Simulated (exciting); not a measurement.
# Core excitons at the O K edge of TaAgO3, part 2 of 3

How far do the exchange and direct terms reshape the O K edge of TaAgO3?

exciting sodium; X-ray absorption, core-level Bethe-Salpeter equation, exchange and statically screened direct term, Tamm-Dancoff, all-electron LAPW+lo LDA.

So far. Step 3 (A richer basis for the empty states): Against the first ground state the total energy moves by -9 meV an atom and the gap by 0.00 eV.

**4. Screening, kernels and BSE for O atom 5**

The absorber has 2 Ta at 2.01 Å (bent, 162°, site symmetry 2).

input.xml reads:

```
<input>
  <title>TaAgO3</title>
  <structure speciespath="." autormt="false" epslat="1.0e-5">
    <crystal>
      <basevect>5.2682318572 3.0416150810 8.7767291203</basevect>
      <basevect>-5.2682318572 3.0416150810 8.7767291203</basevect>
      <basevect>0.0000000000 -6.0832301618 8.7767291203</basevect>
    </crystal>
    <species speciesfile="Ta.xml" rmt="2.135">
      <atom coord="0.0000000000 0.0000000000 0.0000000000"/>
      <atom coord="0.5000000000 0.5000000000 0.5000000000"/>
    </species>
    <species speciesfile="Ag.xml" rmt="2.245">
      <atom coord="0.7500000000 0.7500000000 0.7500000000"/>
      <atom coord="0.2500000000 0.2500000000 0.2500000000"/>
    </species>
    <species speciesfile="O.xml" rmt="1.548">
      <atom coord="0.8065260000 0.2500000000 0.6934740000"/>
      <atom coord="0.2500000000 0.6934740000 0.8065260000"/>
      <atom coord="0.6934740000 0.8065260000 0.2500000000"/>
      <atom coord="0.7500000000 0.3065260000 0.1934740000"/>
      <atom coord="0.1934740000 0.7500000000 0.3065260000"/>
      <atom coord="0.3065260000 0.1934740000 0.7500000000"/>
    </species>
  </structure>
  <groundstate do="skip" xctype="LDA_PW" ngridk="3 3 3" rgkmax="6.5" gmaxvr="14" nempty="8" swidth="0.001" maxscl="100" epsengy="1e-5"/>
  <xs xstype="BSE" ngridk="2 2 2" ngridq="2 2 2" vkloff="0.097 0.273 0.493" rgkmax="6.5" nempty="56" gqmax="3" lmaxapwwf="5" lmaxemat="2" broad="0.01654" tevout="true">
    <energywindow intv="18.031 19.648" points="439"/>
    <screening screentype="full" nempty="86"/>
    <BSE xas="true" xasspecies="3" xasatom="1" xasedge="K" bsetype="singlet" nstlxas="1 52"/>
    <qpointset>
      <qpoint>0 0 0</qpoint>
    </qpointset>
    <plan>
      <doonly task="xsgeneigvec"/>
      <doonly task="writepmatxs"/>
      <doonly task="scrgeneigvec"/>
      <doonly task="scrwritepmat"/>
      <doonly task="screen"/>
      <doonly task="scrcoulint"/>
      <doonly task="exccoulint"/>
    </plan>
  </xs>
</input>
```

input.xml for the last start (plan only) reads:

```
  <plan>
    <doonly task="bse"/>
  </plan>
```

Launch:

```
> OMP_NUM_THREADS=1 mpirun -n 4 exciting
> OMP_NUM_THREADS=4 exciting
```

Numbers of over 12 decimals in the logs are rounded to 6 here.

The log of the run:

```text
| EXCITING SODIUM started for task xsgeneigvec ( 301)                          =
One-shot GS runs for BSE calculations
One-shot GS runs for k+qmt/2 grids
Info(xsgeneigvec): Generating eigenvectors for Q-point      1
Info(xsgeneigvec): Generation of eigenvectors finished
| EXCITING SODIUM started for task writepmatxs ( 320)                          =
Info(writepmatxs): Momentum matrix elements finished
| EXCITING SODIUM started for task scrgeneigvec ( 401)                         =
One-shot GS runs for BSE calculations
One-shot GS runs for k+qmt/2 grids
Info(xsgeneigvec): Generating eigenvectors for Q-point      1
Using screening GS parameters.
Info(xsgeneigvec): Generation of eigenvectors finished
| EXCITING SODIUM started for task scrwritepmat ( 420)                         =
Info(writepmatxs): Momentum matrix elements finished
Info(scrwritepmat): Momentum matrix elements for screening finished
| EXCITING SODIUM started for task screen ( 430)                               =
Info(screenlauncher): Calculating screening for unshifted q-grid.
Info(screenlauncher): Number of q points:       4
Info(screenlauncher): lowest (partially)  unoccupied state:     65
Info(screenlauncher): highest (partially) occupied state  :     64
Info(screenlauncher): number of occupied states considered:   64
Info(screenlauncher): number of unoccupied states considered:   87
Info(screenlauncher): Starting loop over q-points
Info(screenlauncher): Screening for unshifted q-grid finished
Info(screenlauncher): Screening finished
| EXCITING SODIUM started for task scrcoulint ( 440)                           =
Info(scrcoulintlauncher): Setting up screened Coulomb interaction matrix W.
Info(scrcoulintlauncher): Using momentum transfer vectors from list :   1 to  1
Info(scrcoulintlauncher): Calculating screened Coulomb interaction matrix W
Info(scrcoulintlauncher): Momentum transfer list index: iqmt=  1
Info(scrcoulintlauncher): Momentum transfer: vqmtl=   0.000   0.000   0.000
Info(scrcoulintlauncher): Calculating RR block of W
Info(scrcoulint): Inspecting occupations...
Info(setranges_modxs): Number of non-reduced k-points:        8
Info(setranges_modxs): Number of states considered:      121
Info(setranges_modxs): Number of (partially) occupied states:        2
Info(setranges_modxs): Highest (partially) occupied states:       64
Info(setranges_modxs): Number of (partially) unoccupied states:       57
Info(setranges_modxs): Lowest (partially) unoccupied states:       65
Info(scrcoulint): Selecting transitions...
Info(select_transitions): Inspecting transitions in the  band interval:
  lowest occupied state:   1
  highest occupied state:   2
  lowest unoccupied state:  65
  highest unoccupied state: 116
  Opening gap with a scissor of:      0.000/H      0.000/eV
Info(select_transitions): Number of participating transitions:     832
Info(scrcoulint): Size of file SCCLI will be about     0.005802 GB
Info(scrcoulint): Using q-grid
Info(scrcoulint): Number of reduced q-points:      4
Info(scrcoulint): Number of non-reduced q-points:      8
Info(scrcoulint): Calculating W(G1,G2,qr) fourier coefficients
Info(scrcoulint): Calculating W matrix elements
Info(scrcoulintlauncher): Screened coulomb interaction finished for iqmt=   1
| EXCITING SODIUM started for task exccoulint ( 441)                           =
Info(exccoulintlauncher): Setting up exchange interaction matrix V.
Info(exccoulintlauncher): Using momentum transfer vectors from list :   1 to  1
Info(exccoulintlauncher):Calculating exchange interaction matrix V
Info(exccoulintlauncher): Momentum transfer list index: iqmt=  1
Info(exccoulintlauncher): Momentum transfer: vqmtl=   0.000   0.000   0.000
Info(exccoulintlauncher): Calculating RR block of V
Info(exccoulint): Inspecting occupations...
Info(setranges_modxs): Number of non-reduced k-points:        8
Info(setranges_modxs): Number of states considered:      121
Info(setranges_modxs): Number of (partially) occupied states:        2
Info(setranges_modxs): Highest (partially) occupied states:       64
Info(setranges_modxs): Number of (partially) unoccupied states:       57
Info(setranges_modxs): Lowest (partially) unoccupied states:       65
Info(exccoulint): Selecting transitions...
Info(select_transitions): Inspecting transitions in the  band interval:
  lowest occupied state:   1
  highest occupied state:   2
  lowest unoccupied state:  65
  highest unoccupied state: 116
  Opening gap with a scissor of:      0.000/H      0.000/eV
Info(select_transitions): Number of participating transitions:     832
Info(exccoulint): Size of file EXCLI will be about     0.005802 GB
Info(exccoulint): Generating plane wave matrix elements for momentum transfer iqmt=   1
  Timing (in seconds)	   :     153.256
Info(exccoulint): Generating V matrix elements
Info(exccoulint): Zeroing Coulomb potential at G+qmt index:  1
Info(exccoulintlauncher): Exchange interaction finished for iqmt=   1
| EXCITING SODIUM started for task bse ( 445)                                  =
Info(bselauncher): Init time:    1.702937
Info(bselauncher): Setting up and diagonalizing BSE Hamiltonian.
Info(bselauncher): Using momentum transfer vectors from list :   1 to  1
Info(bselauncher): Distributing qmt-points over   1 processes.
Info(bselauncher): BSE type: singlet
Info(bselauncher): Momentum transfer list index: iqmt=  1
Info(bselauncher): Momentum transfer: vqmtl=   0.000   0.000   0.000
Info(bse): Inspecting occupations...
Info(setranges_modxs): Number of non-reduced k-points:        8
Info(setranges_modxs): Number of states considered:      121
Info(setranges_modxs): Number of (partially) occupied states:        2
Info(setranges_modxs): Highest (partially) occupied states:       64
Info(setranges_modxs): Number of (partially) unoccupied states:       57
Info(setranges_modxs): Lowest (partially) unoccupied states:       65
Info(select_transitions): Inspecting transitions in the  band interval:
  lowest occupied state:   1
  highest occupied state:   2
  lowest unoccupied state:  65
  highest unoccupied state: 116
  Opening gap with a scissor of:      0.000/H      0.000/eV
Info(select_transitions): Number of participating transitions:     832
Info(bse): Selecting transitions...
Info(bse):bsegap (eV):   502.839771
Info(bse): Assembling BSE matrix
  RR/RA blocks of global BSE-Hamiltonian:
  Size of the Hamiltonian:     832
  Number of k-points:       8
  Distributing matrix to   1 processes
  Local matrix shape    832 x   832
Info(bse): max local RAM needed for BSE matrices ~     0.010315 GB
Info(setup_bse_block): Setting up RR part of hamiltonian
Info(setup_bse_block): Singlet spin state
Info(bse): Diagonalizing RR Hamiltonian (TDA)
Info(bse): Invoking Lapack routine ZHEEVR
       832 eigen solutions found in the interval:
         i1=       1 i2=     832
Info(bse): Writing excition energies and oscillator strengths to text file.
Info(makespectrum_dist): Making spectrum using formula for coupling with time reversed AR basis.
Info(makespectrum_dist): Using formalism for vanishing momentum transfer.
Info(writederived): Writing quantities derived from the macroscopic dielectric function.
Info(bselauncher): Spectrum finished for iqmt=  1
Info(bselauncher): All done for BSE type singlet
```

Wall time 5.9 min (4 MPI ranks of Arm Neoverse V1, shared host).

Wall time by task: xsgeneigvec 19 s, writepmatxs 9.3 s, scrgeneigvec 14 s, scrwritepmat 9.2 s, screen 80 s, scrcoulint 54 s, exccoulint 2.8 min, bse 2.2 s.

The O K spectrum of O atom 5 (energy from the Kohn–Sham onset, core level to the lowest empty state found on the meshes used, 502.65 eV; the ground-state mesh sets it, and the shifted mesh has its lowest transition 0.19 eV above it; Im ε scaled to the maximum of the singlet run; cut below the end of the band set):

```
E (eV)  isotropic  ε ⊥ c  ε ∥ c
  -4.0       0.02   0.02   0.02
  -3.0       0.03   0.04   0.03
  -2.0       0.06   0.06   0.06
  -1.0       0.17   0.17   0.17
   0.0       0.71   0.72   0.70
   1.0       0.94   0.93   0.98
   2.0       0.46   0.48   0.43
   3.0       0.29   0.30   0.28
   4.0       0.33   0.35   0.28
   5.0       0.60   0.58   0.64
   6.0       0.60   0.61   0.57
   7.0       0.62   0.63   0.61
   8.0       0.46   0.45   0.48
   9.0       0.28   0.29   0.28
  10.0       0.30   0.31   0.29
  11.0       0.35   0.36   0.35
  12.0       0.29   0.28   0.30
  13.0       0.24   0.26   0.21
  14.0       0.15   0.15   0.15
  15.0       0.19   0.20   0.16
  16.0       0.20   0.20   0.19
  17.0       0.18   0.17   0.19
  18.0       0.20   0.21   0.20
  19.0       0.22   0.18   0.28
  20.0       0.24   0.19   0.33
  21.0       0.16   0.16   0.16
  22.0       0.15   0.15   0.15
```

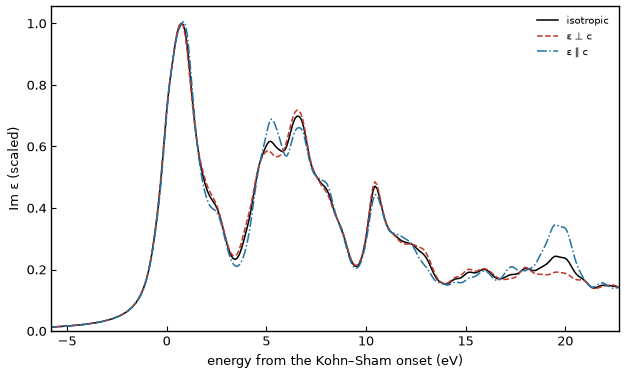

The O K edge of O atom 5.

Maxima (height): 0.7 eV (1.00), 5.2 eV (0.62), 6.5 eV (0.70), 10.5 eV (0.47), 16.0 eV (0.20) and 19.6 eV (0.24).

The Hamiltonian has 832 rows. The lowest groups of eigenvalues and the brightest ones, on the scale above (the program counts from the shifted mesh's onset, 0.19 eV higher). Core spinors bring spin-forbidden partners, so dark means forbidden by spin or by symmetry, and the shifted mesh splits states that symmetry would keep together:

```
energy (eV)  states within 10 meV  relative strength
     -0.510                     2               0.23
     -0.200                     2              0.028
     -0.087                     2               0.31
      0.052                     1               dark
      0.070                     1               0.90
      0.109                     2             0.0023
      0.488                     1               0.94
      0.747                     2               0.49
      0.988                     2               0.48
      5.261                     1               0.53
      6.347                     2               0.43
     10.384                     1               1.00
```

**5. Independent particles**

input.xml: that of step 4 with these lines changed.

```diff
@@ -29,3 +29,3 @@
     <screening screentype="full" nempty="86"/>
-    <BSE xas="true" xasspecies="3" xasatom="1" xasedge="K" bsetype="singlet" nstlxas="1 52"/>
+    <BSE xas="true" xasspecies="3" xasatom="1" xasedge="K" bsetype="IP" nstlxas="1 52"/>
     <qpointset>
@@ -34,9 +34,3 @@
     <plan>
-      <doonly task="xsgeneigvec"/>
-      <doonly task="writepmatxs"/>
-      <doonly task="scrgeneigvec"/>
-      <doonly task="scrwritepmat"/>
-      <doonly task="screen"/>
-      <doonly task="scrcoulint"/>
-      <doonly task="exccoulint"/>
+      <doonly task="bse"/>
     </plan>
```

Launch:

```
> OMP_NUM_THREADS=4 exciting
```

The log of the run:

```text
| EXCITING SODIUM started for task bse ( 445)                                  =
Info(bselauncher): Init time:    1.698826
Info(bselauncher): Setting up and diagonalizing BSE Hamiltonian.
Info(bselauncher): Using momentum transfer vectors from list :   1 to  1
Info(bselauncher): Distributing qmt-points over   1 processes.
Info(bselauncher): BSE type: IP
Info(bselauncher): Momentum transfer list index: iqmt=  1
Info(bselauncher): Momentum transfer: vqmtl=   0.000   0.000   0.000
Info(bse): Inspecting occupations...
Info(setranges_modxs): Number of non-reduced k-points:        8
[...]
highest unoccupied state: 116
  Opening gap with a scissor of:      0.000/H      0.000/eV
Info(select_transitions): Number of participating transitions:     832
Info(bse): Selecting transitions...
Info(bse):bsegap (eV):   502.839771
Info(bse): IP requested, nothing much to do
Info(bse): Writing excition energies and oscillator strengths to text file.
Info(makespectrum_dist): Making spectrum using formula for coupling with time reversed AR basis.
Info(makespectrum_dist): Using formalism for vanishing momentum transfer.
Info(writederived): Writing quantities derived from the macroscopic dielectric function.
Info(bselauncher): Spectrum finished for iqmt=  1
Info(bselauncher): All done for BSE type IP
```

Elapsed: 3 s, on 4 threads.

Maxima (height): 2.3 eV (0.69), 3.2 eV (0.65), 8.8 eV (0.62), 11.9 eV (0.60) and 20.7 eV (0.33); 1 lower ones aren't listed. The spectrum differs from the singlet run by 64 % r.m.s. Moving the earlier curve by +1.8 eV leaves 28 %. The highest maximum lies at 2.3 eV (0.69), against 0.7 eV (1.00).

**6. Exchange alone**

input.xml: that of step 5 with these lines changed.

```diff
@@ -29,3 +29,3 @@
     <screening screentype="full" nempty="86"/>
-    <BSE xas="true" xasspecies="3" xasatom="1" xasedge="K" bsetype="IP" nstlxas="1 52"/>
+    <BSE xas="true" xasspecies="3" xasatom="1" xasedge="K" bsetype="RPA" nstlxas="1 52"/>
     <qpointset>
```

Launch:

```
> OMP_NUM_THREADS=4 exciting
```

The log of the run:

```text
| EXCITING SODIUM started for task bse ( 445)                                  =
Info(bselauncher): Init time:    1.713502
Info(bselauncher): Setting up and diagonalizing BSE Hamiltonian.
Info(bselauncher): Using momentum transfer vectors from list :   1 to  1
Info(bselauncher): Distributing qmt-points over   1 processes.
Info(bselauncher): BSE type: RPA
Info(bselauncher): Momentum transfer list index: iqmt=  1
Info(bselauncher): Momentum transfer: vqmtl=   0.000   0.000   0.000
Info(bse): Inspecting occupations...
Info(setranges_modxs): Number of non-reduced k-points:        8
[...]
Info(setup_bse_block): Setting up RR part of hamiltonian
Info(setup_bse_block): Using RPA approximation
Info(bse): Diagonalizing RR Hamiltonian (TDA)
Info(bse): Invoking Lapack routine ZHEEVR
       832 eigen solutions found in the interval:
         i1=       1 i2=     832
Info(bse): Writing excition energies and oscillator strengths to text file.
Info(makespectrum_dist): Making spectrum using formula for coupling with time reversed AR basis.
Info(makespectrum_dist): Using formalism for vanishing momentum transfer.
Info(writederived): Writing quantities derived from the macroscopic dielectric function.
Info(bselauncher): Spectrum finished for iqmt=  1
Info(bselauncher): All done for BSE type RPA
```

Wall time 3 s (4 threads).

Maxima (height): 2.4 eV (0.66), 3.2 eV (0.66), 8.8 eV (0.61), 11.9 eV (0.60) and 20.7 eV (0.33); 1 lower ones aren't listed. The spectrum differs from the independent-particle run by 3 % r.m.s.

**7. Local-field cutoff**

Changed against the first singlet run: cutoff of the kernels (bohr⁻¹) from 3 to 1.5.

input.xml: that of step 6 with these lines changed.

```diff
@@ -26,6 +26,6 @@
   <groundstate do="skip" xctype="LDA_PW" ngridk="3 3 3" rgkmax="6.5" gmaxvr="14" nempty="8" swidth="0.001" maxscl="100" epsengy="1e-5"/>
-  <xs xstype="BSE" ngridk="2 2 2" ngridq="2 2 2" vkloff="0.097 0.273 0.493" rgkmax="6.5" nempty="56" gqmax="3" lmaxapwwf="5" lmaxemat="2" broad="0.01654" tevout="true">
+  <xs xstype="BSE" ngridk="2 2 2" ngridq="2 2 2" vkloff="0.097 0.273 0.493" rgkmax="6.5" nempty="56" gqmax="1.5" lmaxapwwf="5" lmaxemat="2" broad="0.01654" tevout="true">
     <energywindow intv="18.031 19.648" points="439"/>
     <screening screentype="full" nempty="86"/>
-    <BSE xas="true" xasspecies="3" xasatom="1" xasedge="K" bsetype="RPA" nstlxas="1 52"/>
+    <BSE xas="true" xasspecies="3" xasatom="1" xasedge="K" bsetype="singlet" nstlxas="1 52"/>
     <qpointset>
@@ -34,3 +34,6 @@
     <plan>
-      <doonly task="bse"/>
+      <doonly task="xsgeneigvec"/>
+      <doonly task="screen"/>
+      <doonly task="scrcoulint"/>
+      <doonly task="exccoulint"/>
     </plan>
```

input.xml for the last start (plan only) reads:

```
  <plan>
    <doonly task="bse"/>
  </plan>
```

Launch:

```
> OMP_NUM_THREADS=1 mpirun -n 4 exciting
> OMP_NUM_THREADS=4 exciting
```

The log of the run:

```text
| EXCITING SODIUM started for task xsgeneigvec ( 301)                          =
One-shot GS runs for BSE calculations
One-shot GS runs for k+qmt/2 grids
Info(xsgeneigvec): Generating eigenvectors for Q-point      1
Info(xsgeneigvec): Generation of eigenvectors finished
| EXCITING SODIUM started for task screen ( 430)                               =
Info(screenlauncher): Calculating screening for unshifted q-grid.
Info(screenlauncher): Number of q points:       4
Info(screenlauncher): lowest (partially)  unoccupied state:     65
[...]
Info(setup_bse_block): Setting up RR part of hamiltonian
Info(setup_bse_block): Singlet spin state
Info(bse): Diagonalizing RR Hamiltonian (TDA)
Info(bse): Invoking Lapack routine ZHEEVR
       832 eigen solutions found in the interval:
         i1=       1 i2=     832
Info(bse): Writing excition energies and oscillator strengths to text file.
Info(makespectrum_dist): Making spectrum using formula for coupling with time reversed AR basis.
Info(makespectrum_dist): Using formalism for vanishing momentum transfer.
Info(writederived): Writing quantities derived from the macroscopic dielectric function.
Info(bselauncher): Spectrum finished for iqmt=  1
Info(bselauncher): All done for BSE type singlet
```

Elapsed: 2.2 min, on 4 MPI ranks.

Wall time by task: xsgeneigvec 17 s, screen 52 s, scrcoulint 31 s, exccoulint 28 s, bse 2.2 s.

These settings are cheaper. The spectrum differs from the singlet run by 10 % r.m.s. The highest maximum lies at 0.9 eV (0.93), against 0.7 eV (1.00). The kernels miss the short-range part of the Coulomb interaction, its components above their cutoff.

```
E (eV)  first run  this run
  -4.0       0.02      0.02
  -3.0       0.03      0.03
  -2.0       0.06      0.06
  -1.0       0.17      0.14
   0.0       0.71      0.58
   1.0       0.94      0.91
   2.0       0.46      0.48
   3.0       0.29      0.30
   4.0       0.33      0.29
   5.0       0.60      0.53
   6.0       0.60      0.57
   7.0       0.62      0.68
   8.0       0.46      0.51
   9.0       0.28      0.32
  10.0       0.30      0.30
  11.0       0.35      0.42
  12.0       0.29      0.32
  13.0       0.24      0.26
  14.0       0.15      0.16
  15.0       0.19      0.19
  16.0       0.20      0.21
  17.0       0.18      0.18
  18.0       0.20      0.21
  19.0       0.22      0.22
  20.0       0.24      0.25
  21.0       0.16      0.17
  22.0       0.15      0.15
```

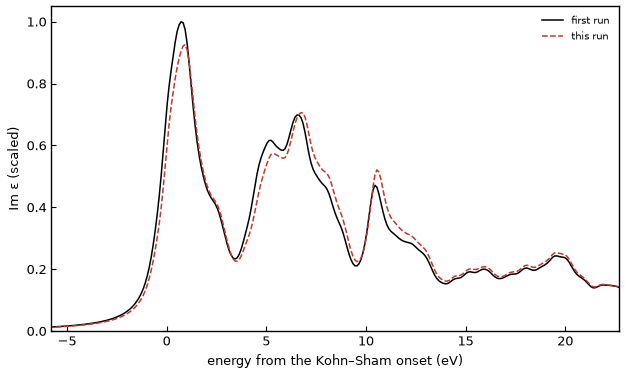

This run beside the first singlet run.

(Part 2 of 3 ends here.)

[Banner, clock and machine lines of the logs are left out without a mark of their own.]

[Logs are printed without paths, hosts, clocks, repeated set-up lines and the standing remarks that a program may print on its own settings, such as how far it seeks lower states.]

[Hosts, paths, dates, database ids (printed as entryN), source tags and the programs' standing remarks are cut or masked in the printed files.]
